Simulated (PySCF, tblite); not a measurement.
# C₆H₁₃BS: geometry, infrared bands and NMR shifts

What infrared bands and NMR shifts should C₆H₁₃BS (`B[C@@H]1[C@H](C)[C@@]1(C)SC`) show?

Computed with tblite 0.8.0 and PySCF 2.14.0, with density-fitted response routines of our own, on a single molecule in the gas phase. Atoms count from 0, in the outputs and in this text.

## Step 1: Starting geometry

21 atoms, charge 0, multiplicity 1; geometry from: force field or distance geometry start.

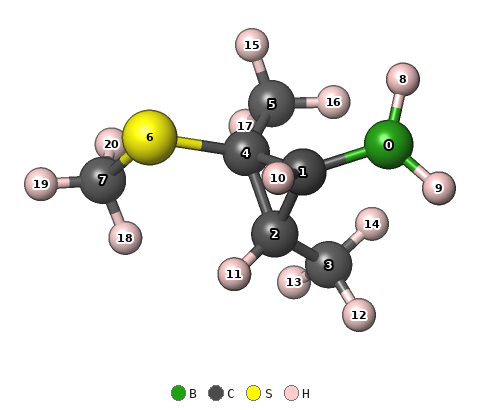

As it starts; boron green, carbon dark grey, sulfur yellow, hydrogen pink, atoms numbered.

## Step 2: Relaxing the molecule with GFN2-xTB

Job settings and geometry (Å):

```
{"job": {"kind": "relax", "xc": "GFN2-xTB", "basis": "xTB"}, "charge": 0, "multiplicity": 1}
B     -2.197500    -0.551100     1.360600
C     -0.610500    -0.458100     1.393000
C      0.085500     0.760400     0.773500
C     -0.765400     1.832600     0.032800
C      0.213300    -0.614400     0.116100
C     -0.502300    -0.904600    -1.230100
S      1.833900    -1.422800     0.369200
C      2.740400    -0.423400    -0.852000
H     -2.729700    -1.511200     0.921700
H     -2.857900     0.285700     1.893100
H     -0.103700    -0.799500     2.331900
H      0.976300     1.113100     1.314000
H     -1.043100     2.622600     0.774200
H     -0.145500     2.279100    -0.765300
H     -1.701800     1.447700    -0.408500
H     -0.409100    -1.984100    -1.447100
H     -1.573700    -0.649000    -1.228500
H     -0.010200    -0.333100    -2.039600
H      2.590300     0.657800    -0.654800
H      3.821100    -0.661200    -0.780200
H      2.380700    -0.669400    -1.874700
```

Command:

```
$ OMP_NUM_THREADS=1 python probes_run.py task.json out
```

The driver reads the jobs from task.json and runs them one after another.

The program printed:

```text
step      E/eV     max force
  0    -650.51987    1.113
  1    -650.65069    0.785
  2    -650.75703    0.465
  3    -650.77506    0.294
  4    -650.78929    0.183
  5    -650.79577    0.176
  6    -650.80252    0.171
  7    -650.80514    0.105
  8    -650.80700    0.102
  9    -650.80856    0.101
 10    -650.81031    0.106
 11    -650.81181    0.089
 12    -650.81304    0.070
 13    -650.81400    0.071
 14    -650.81485    0.069
 15    -650.81575    0.075
 16    -650.81678    0.091
 17    -650.81784    0.073
 18    -650.81878    0.072
 19    -650.81957    0.076
 20    -650.82031    0.085
 21    -650.82099    0.069
 22    -650.82151    0.051
 23    -650.82185    0.050
 24    -650.82213    0.041
 25    -650.82245    0.051
 26    -650.82285    0.054
 27    -650.82324    0.046
 28    -650.82354    0.037
 29    -650.82373    0.028
 30    -650.82387    0.026
 31    -650.82402    0.028
 32    -650.82419    0.038
 33    -650.82438    0.038
 34    -650.82457    0.033
 35    -650.82476    0.031
 36    -650.82501    0.045
 37    -650.82535    0.062
 38    -650.82578    0.062
 39    -650.82622    0.065
 40    -650.82663    0.060
 41    -650.82707    0.074
 42    -650.82754    0.083
 43    -650.82800    0.056
 44    -650.82840    0.046
 45    -650.82879    0.048
 46    -650.82927    0.079
 47    -650.82985    0.081
 48    -650.83041    0.062
 49    -650.83088    0.062
 50    -650.83135    0.065
 51    -650.83185    0.098
 52    -650.83235    0.113
 53    -650.83316    0.084
 54    -650.83448    0.085
 55    -650.83546    0.111
 56    -650.83800    0.183
 57    -650.84186    0.184
 58    -650.84420    0.244
 59    -650.84731    0.233
 60    -650.85134    0.180
 61    -650.85744    0.187
 62    -650.86347    0.266
 63    -650.86931    0.316
 64    -650.86875    0.658
 65    -650.87995    0.161
 66    -650.88365    0.253
 67    -650.89036    0.192
 68    -650.89495    0.284
 69    -650.89971    0.192
 70    -650.90397    0.203
 71    -650.90730    0.118
 72    -650.91005    0.125
 73    -650.91321    0.147
 74    -650.91525    0.142
 75    -650.91773    0.132
 76    -650.91958    0.107
 77    -650.92160    0.121
 78    -650.92407    0.124
 79    -650.92572    0.178
 80    -650.92962    0.164
 81    -650.93230    0.135
 82    -650.93374    0.073
 83    -650.93432    0.085
 84    -650.93493    0.076
 85    -650.93547    0.082
 86    -650.93617    0.078
 87    -650.93712    0.079
 88    -650.93841    0.072
 89    -650.93958    0.079
 90    -650.94035    0.082
 91    -650.94093    0.065
 92    -650.94141    0.051
 93    -650.94184    0.045
 94    -650.94219    0.040
 95    -650.94255    0.047
 96    -650.94285    0.049
 97    -650.94325    0.035
 98    -650.94352    0.037
 99    -650.94373    0.032
100    -650.94393    0.027
101    -650.94415    0.026
102    -650.94435    0.027
103    -650.94450    0.020
104    -650.94459    0.020
105    -650.94464    0.023
106    -650.94469    0.018
107    -650.94475    0.021
108    -650.94480    0.015
109    -650.94483    0.014
110    -650.94485    0.009
```

It took 1.5 s on 1 thread of Arm Neoverse N1, shared host; peak memory 0.18 GiB.

Relaxation path: (not every step is listed)

| step | energy from step 0 (eV) | largest force (eV/Å) |
| --- | --- | --- |
| 0 | 0.0000 | 1.1130 |
| 1 | -0.1308 | 0.7847 |
| 2 | -0.2372 | 0.4652 |
| 3 | -0.2552 | 0.2944 |
| 4 | -0.2694 | 0.1826 |
| 5 | -0.2759 | 0.1764 |
| 6 | -0.2826 | 0.1706 |
| 7 | -0.2853 | 0.1052 |
| 8 | -0.2871 | 0.1022 |
| 17 | -0.2980 | 0.0727 |
| 26 | -0.3030 | 0.0537 |
| 35 | -0.3049 | 0.0309 |
| 44 | -0.3085 | 0.0464 |
| 53 | -0.3133 | 0.0839 |
| 62 | -0.3436 | 0.2661 |
| 71 | -0.3874 | 0.1177 |
| 80 | -0.4098 | 0.1636 |
| 89 | -0.4197 | 0.0791 |
| 98 | -0.4237 | 0.0370 |
| 105 | -0.4248 | 0.0227 |
| 106 | -0.4248 | 0.0185 |
| 107 | -0.4249 | 0.0206 |
| 108 | -0.4249 | 0.0147 |
| 109 | -0.4250 | 0.0144 |
| 110 | -0.4250 | 0.0094 |

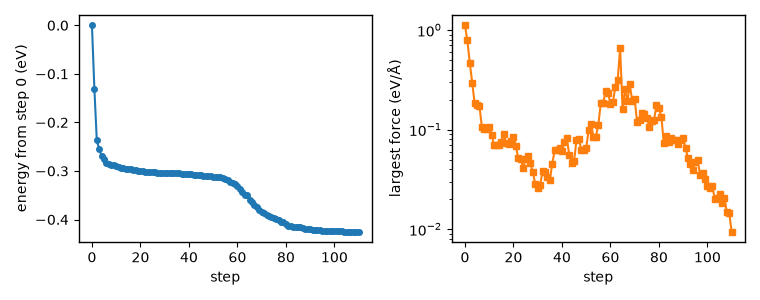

Energy and force, step by step.

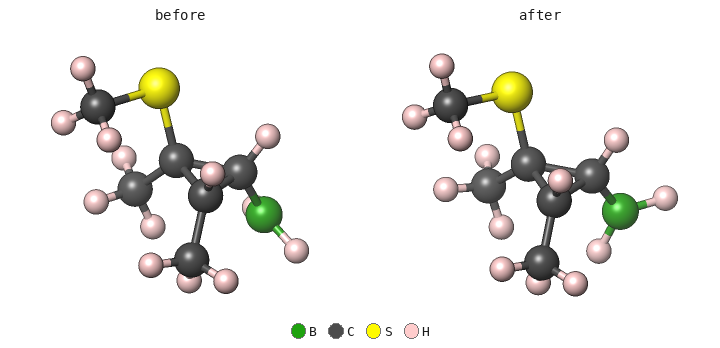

Before and after, at one scale.

Close pairs (by a distance rule), those that changed most:

| bond | before (Å) | after (Å) | change (Å) |
| --- | --- | --- | --- |
| B0–C1 | 1.590 | 1.538 | -0.052 |
| C2–C3 | 1.556 | 1.507 | -0.049 |
| C4–C5 | 1.552 | 1.505 | -0.047 |
| C2–C4 | 1.529 | 1.484 | -0.046 |
| C1–H10 | 1.120 | 1.086 | -0.034 |
| C3–H12 | 1.118 | 1.089 | -0.030 |
| C7–H20 | 1.112 | 1.086 | -0.026 |
| C7–H19 | 1.109 | 1.085 | -0.024 |

The next job starts from the end point, and lists it.

## Step 3: Harmonic vibrations with GFN2-xTB

Job settings and geometry (Å):

```
{"job": {"kind": "ir", "xc": "GFN2-xTB", "basis": "xTB"}, "charge": 0, "multiplicity": 1}
B     -2.166390    -0.584272     1.473669
C     -0.646697    -0.369750     1.373562
C      0.013776     0.806377     0.645602
C     -0.784952     1.887117    -0.036276
C      0.154400    -0.558452     0.081377
C     -0.497203    -0.996182    -1.202485
S      1.762849    -1.358194     0.351845
C      2.782446    -0.419318    -0.826273
H     -2.903073    -0.300864     0.610153
H     -2.604207    -1.040720     2.457689
H     -0.073928    -0.674293     2.245010
H      0.889339     1.197912     1.156374
H     -1.068292     2.650267     0.686624
H     -0.183352     2.359408    -0.812644
H     -1.688060     1.494566    -0.489942
H     -0.561554    -2.082725    -1.228524
H     -1.498471    -0.589843    -1.298576
H      0.093810    -0.666097    -2.057002
H      2.625266     0.643802    -0.671544
H      3.814179    -0.679597    -0.614787
H      2.531192    -0.702199    -1.844324
```

The program printed:

```text
mode    cm-1     km/mol
  1      58.6      2.64
  2     114.4      0.64
  3     118.9      0.06
  4     133.7      0.38
  5     141.6      0.50
  6     167.5      0.24
  7     218.0      0.92
  8     239.9      0.08
  9     249.2      2.82
 10     255.5      0.83
 11     316.9      0.67
 12     374.9      0.33
 13     431.2      0.37
 14     481.4      0.75
 15     619.5      0.23
 16     725.0      8.96
 17     779.9      4.95
 18     791.3      9.26
 19     833.0    129.91
 20     883.0     24.81
 21     925.8     11.28
 22     940.1      0.70
 23     948.5     15.93
 24     976.2     14.28
 25    1034.5      8.92
 26    1038.0      3.02
 27    1076.9      5.41
 28    1099.9     51.36
 29    1109.1     47.05
 30    1126.7      6.47
 31    1181.6      1.28
 32    1223.6     94.42
 33    1303.2      7.27
 34    1312.3      2.51
 35    1327.9     54.43
 36    1401.3      3.89
 37    1412.9      5.10
 38    1435.8     24.62
 39    1448.0      8.39
 40    1455.8      4.93
 41    1476.6      2.02
 42    1484.3      0.68
 43    1492.2      7.03
 44    1499.6      3.09
 45    2636.7    132.04
 46    2663.4    141.19
 47    3003.7      6.72
 48    3005.4     10.30
 49    3008.0     51.02
 50    3023.6     33.78
 51    3024.9      9.68
 52    3025.1     37.24
 53    3027.3     24.16
 54    3031.9      9.32
 55    3061.1      3.30
 56    3063.0     10.65
 57    3078.7     29.64
```

Run time: 1.4 s. Hardware: 1 thread of Arm Neoverse N1, shared host; peak memory 0.18 GiB.

The strongest bands and the atoms that carry them (share of the mass-weighted mode):

| cm⁻¹ | km/mol | atoms |
| --- | --- | --- |
| 833 | 129.9 | H8 33 %, H9 31 %, B0 25 % |
| 1100 | 51.4 | C4 18 %, H16 14 %, H10 12 %, H17 11 % |
| 1109 | 47.0 | C2 20 %, H13 12 %, C1 10 % |
| 1224 | 94.4 | H9 34 %, H8 26 %, B0 21 %, H10 14 % |
| 1328 | 54.4 | H10 40 %, C1 24 %, H11 17 % |
| 2637 | 132.0 | H8 68 %, H9 28 % |
| 2663 | 141.2 | H9 64 %, H8 25 %, B0 11 % |
| 3008 | 51.0 | H13 62 %, H11 12 % |

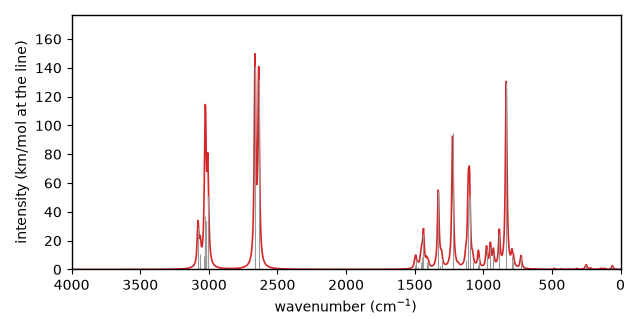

The infrared spectrum from these modes, unscaled. Lines are broadened to a width of 14 cm⁻¹ (Lorentzian).

## Step 4: Nuclear shieldings: PBE0/pcSseg-1

Same as in step 3 but for these lines:

```diff
@@ -1,2 +1,2 @@
-{"job": {"kind": "ir", "xc": "GFN2-xTB", "basis": "xTB"}, "charge": 0, "multiplicity": 1}
+{"job": {"kind": "nmr", "xc": "PBE0", "basis": "pcSseg-1"}, "charge": 0, "multiplicity": 1}
 B     -2.166390    -0.584272     1.473669
```

Level: GIAO PBE0/pcSseg-1 NMR shielding, non-relativistic, gas phase.

The program printed:

```text
coarse grid: 17288 points
cycle   1  E = -658.8421857832  dE =  8.053e-01  |g| = 3.953e-01  |ddm| = 4.045e+00
cycle   2  E = -658.8474905571  dE = -5.305e-03  |g| = 3.942e-01  |ddm| = 7.839e-01
cycle   3  E = -658.8868470081  dE = -3.936e-02  |g| = 4.187e-02  |ddm| = 3.866e-01
cycle   4  E = -658.8871954451  dE = -3.484e-04  |g| = 2.125e-02  |ddm| = 8.161e-02
cycle   5  E = -658.8873038866  dE = -1.084e-04  |g| = 4.716e-03  |ddm| = 2.961e-02
cycle   6  E = -658.8873087347  dE = -4.848e-06  |g| = 1.532e-03  |ddm| = 6.573e-03
final grid: 160040 points
cycle   7  E = -658.9377804282  dE = -8.000e-05  |g| = 1.117e-02  |ddm| = 5.647e-02
cycle   8  E = -658.9377625261  dE =  1.790e-05  |g| = 1.398e-02  |ddm| = 2.510e-02
cycle   9  E = -658.9378115897  dE = -4.906e-05  |g| = 1.529e-03  |ddm| = 1.603e-02
cycle  10  E = -658.9378121509  dE = -5.611e-07  |g| = 4.184e-04  |ddm| = 2.218e-03
cycle  11  E = -658.9378121912  dE = -4.036e-08  |g| = 9.484e-05  |ddm| = 5.454e-04
cycle  12  E = -658.9378121935  dE = -2.254e-09  |g| = 3.379e-05  |ddm| = 1.788e-04
cycle  13  E = -658.9378121938  dE = -2.774e-10  |g| = 6.660e-06  |ddm| = 4.241e-05
converged SCF energy = -658.9378121938

GIAO shielding tensors (ppm)
atom      isotropic    diamagn.    paramagn.     s11        s22        s33       span
  0 B       13.693     193.679    -179.986    -68.461    -26.045    135.585    204.045
  1 C      146.532     255.960    -109.428     90.319    161.960    187.316     96.997
  2 C      141.785     252.053    -110.268    117.708    142.028    165.618     47.910
  3 C      170.029     246.492     -76.463    158.548    163.812    187.726     29.177
  4 C      133.841     252.789    -118.948    104.530    131.033    165.960     61.429
  5 C      166.652     246.357     -79.705    147.924    165.341    186.692     38.769
  6 S      412.755    1057.766    -645.011    175.019    357.556    705.689    530.670
  7 C      166.372     251.637     -85.264    145.840    166.445    186.832     40.991
  8 H       24.098      30.890      -6.792     14.521     27.252     30.520     15.999
  9 H       23.614      30.070      -6.456     16.575     26.918     27.349     10.774
 10 H       29.710      33.726      -4.016     23.054     28.829     37.248     14.195
 11 H       29.539      33.478      -3.938     23.532     29.181     35.906     12.374
 12 H       30.116      28.746       1.370     25.269     27.290     37.790     12.521
 13 H       30.239      30.395      -0.156     25.293     28.592     36.833     11.539
 14 H       30.295      31.392      -1.098     24.823     29.478     36.583     11.760
 15 H       29.930      30.054      -0.124     25.637     27.647     36.508     10.870
 16 H       29.912      31.822      -1.910     23.764     28.516     37.455     13.691
 17 H       29.857      31.534      -1.677     25.350     28.650     35.571     10.220
 18 H       29.640      32.136      -2.495     24.446     29.286     35.189     10.744
 19 H       29.806      28.959       0.847     24.772     26.343     38.304     13.533
 20 H       29.051      30.819      -1.767     23.741     27.498     35.915     12.173
```

Wall time 82 s (1 thread of Arm Neoverse N1, shared host); peak memory 1 GiB.

Shifts follow as δ = σ(reference) − σ, with reference shieldings (ppm) from runs at the same level and on the same kind of geometry: 1H TMS 31.72, 13C TMS 186.9, 11B BF3·OEt2 100.1, 33S CS2 504. The references are single molecules in the gas phase. Atoms listed in one row are averaged.

| atoms | environment | σ (ppm) | δ (ppm) | δ scaled to CDCl3 |
| --- | --- | --- | --- | --- |
| C4 | three-membered-ring carbon | 133.8 | 53.1 | 45.5 |
| C2 | three-membered-ring carbon | 141.8 | 45.1 | 42.1 |
| C1 | three-membered-ring carbon | 146.5 | 40.4 | 37.5 |
| C7 | methyl carbon bonded to S | 166.4 | 20.6 | 13.7 |
| C5 | methyl carbon | 166.7 | 20.3 | 17.9 |
| C3 | methyl carbon | 170.0 | 16.9 | 14.6 |
| H8, H9 | hydrogen on a boron bonded to C | 23.86 | 7.86 | – |
| H18, H19, H20 | hydrogen on a methyl carbon bonded to S | 29.50 | 2.22 | 2.20 |
| H11 | hydrogen on a three-membered-ring carbon | 29.54 | 2.18 | 2.16 |
| H10 | hydrogen on a three-membered-ring carbon | 29.71 | 2.01 | 2.00 |
| H15, H16, H17 | hydrogen on a methyl carbon | 29.90 | 1.82 | 1.82 |
| H12, H13, H14 | hydrogen on a methyl carbon | 30.22 | 1.50 | 1.52 |
| B0 | boron bonded to C, 2 H | 13.7 | 86.4 | – |
| S6 | sulfide sulfur | 413 | 91 | – |

The scaled column applies a straight-line fit of computed shieldings to shifts measured in CDCl3, with any fitted terms for Cl, Br or S neighbours (root-mean-square error 0.16 ppm for H, 1.9 ppm for C).

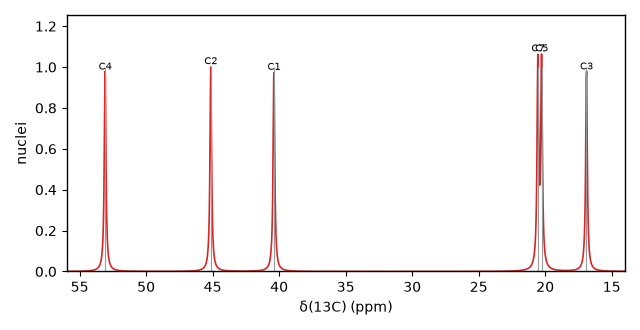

13C lines at the computed shifts, without couplings. Lines are broadened to a width of 0.14 ppm (Lorentzian).

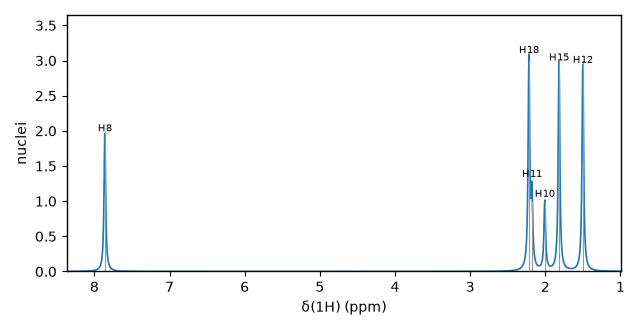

1H lines at the computed shifts, without couplings. Lines are broadened to a width of 0.03 ppm (Lorentzian).

Charges from the same density, by scheme (e):

| atoms | Mulliken | IAO | Hirshfeld | ESP fit |
| --- | --- | --- | --- | --- |
| B0 | 0.21 | 0.03 | 0.14 | 0.37 |
| C1 | -0.31 | -0.28 | -0.12 | -0.28 |
| C2 | -0.17 | -0.10 | -0.03 | 0.08 |
| C3 | -0.18 | -0.42 | -0.11 | -0.41 |
| C4 | -0.52 | -0.04 | 0.01 | 0.36 |
| C5 | -0.09 | -0.42 | -0.12 | -0.49 |
| S6 | 0.03 | 0.07 | 0.00 | -0.25 |
| C7 | -0.37 | -0.50 | -0.12 | -0.44 |

Mulliken charges:

B0 0.21; C1 -0.31; C2 -0.17; C3 -0.18; C4 -0.52; C5 -0.09; S6 0.03; C7 -0.37; H8 -0.03; H9 0.00; H10 0.14; H11 0.13; H12 0.12; H13 0.12; H14 0.11; H15 0.13; H16 0.11; H17 0.12; H18 0.14; H19 0.15; H20 0.15

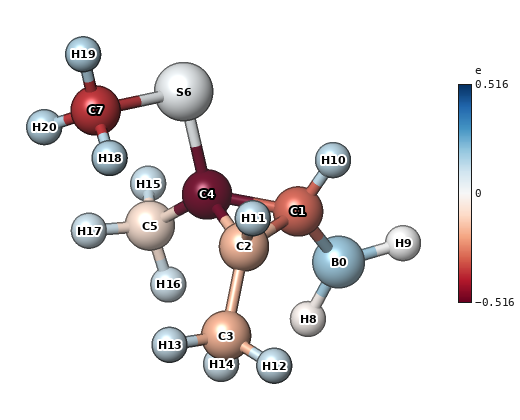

Mulliken charges, as colours on the atoms.

Mayer bond orders: B0–C1 1.05, C1–C2 0.86, C2–C3 1.06, C2–C4 0.88, C4–C5 1.02, C4–S6 1.07, S6–C7 0.99, C4–C1 0.84.

Ring of atoms C1, C2, C4: NICS(0) -42.4, NICS(1) -6.3, NICS(1)zz -20.0 ppm (means of both faces).

In rings of three or four atoms NICS is ruled by the nearby σ bonds, so it says little on aromaticity.

## Step 5: What came out

```
                                                              quantity                                   value
                             strongest single infrared mode (GFN2-xTB)                   2663 cm⁻¹, 141 km/mol
                                          zero-point energy (GFN2-xTB)                          109.1 kcal/mol
                                13C shifts against TMS (PBE0/pcSseg-1)  53.1, 45.1, 40.4, 20.6, 20.3, 16.9 ppm
1H shifts against TMS (PBE0/pcSseg-1, means over atoms taken as alike)  7.86, 2.22, 2.18, 2.01, 1.82, 1.50 ppm
                           11B shifts against BF3·OEt2 (PBE0/pcSseg-1)                                86.4 ppm
                                33S shifts against CS2 (PBE0/pcSseg-1)                                  91 ppm
```

Over 110 steps the energy fell by 0.425 eV; of the close pairs, B0–C1 changed most, 1.590 to 1.538 Å. All 57 modes are real, so the xTB geometry is a minimum. The strongest single mode, at 2663 cm⁻¹, moves mainly H9. Unscaled tight-binding wavenumbers are off by several per cent, some by more. Its intensities can rank the bands wrongly. At PBE0/pcSseg-1: The largest span, 531 ppm, is at S6, where the paramagnetic term is -645 ppm.
